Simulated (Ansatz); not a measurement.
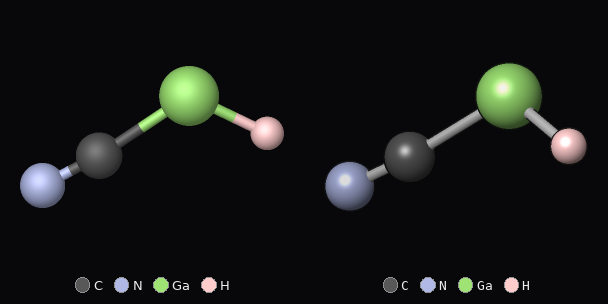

Two views of one molecule.

The species is neutral and a spin doublet.

Description:

The molecule is CHGaN. It is an open-shell species. All atoms lie on one plane. Coordination: 1 C linear; 1 Ga bent.

More results for the same structure follow; atom numbers are the same in all pictures, views and colours differ. The computed structure is the end point of a PBE0-D4/def2-TZVP optimisation. No frequency run is at hand to confirm it as a minimum.

**Electronic properties**

No frequency run is at hand to confirm it as a minimum. Properties computed with UKS PBE0-D4/def2-TZVPP (Ansatz 0.2.0).

Give the HOMO energy (Kohn–Sham orbital) at this level.

Answer. −6.71 eV.

What is the ⟨S²⟩ of the determinant?

Answer. 0.753.

**Charges**

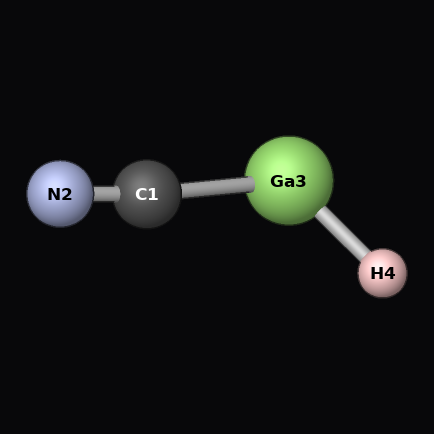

The questions are on Mulliken charges. No frequency run is at hand to confirm it as a minimum. Level of theory: UKS PBE0-D4/def2-TZVP (Ansatz 0.2.0).

List the Mulliken charges.

```tsv
atom	value (e)
C1	−0.23
N2	−0.03
Ga3	0.29
H4	−0.03
```

**Dipole moment**

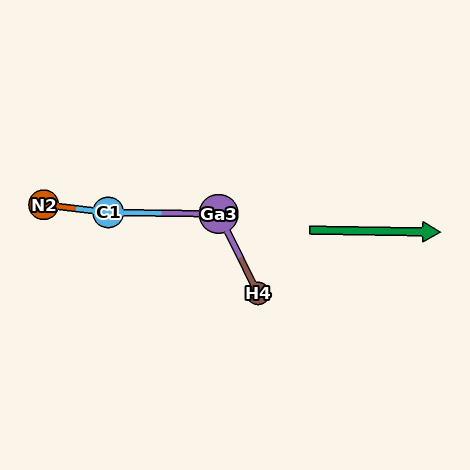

The arrow beside the molecule shows the direction of the dipole moment, from the negative to the positive end (its length means nothing). No frequency run is at hand to confirm it as a minimum. Method: UKS PBE0-D4/def2-TZVP (Ansatz 0.2.0).

Estimate the dipole moment.

Answer. 3.79 D; it points from the side of N2 to the side of H4 (the outermost atoms at the two ends).

Mulliken values depend strongly on the basis set and can even reverse the polarity of a bond.
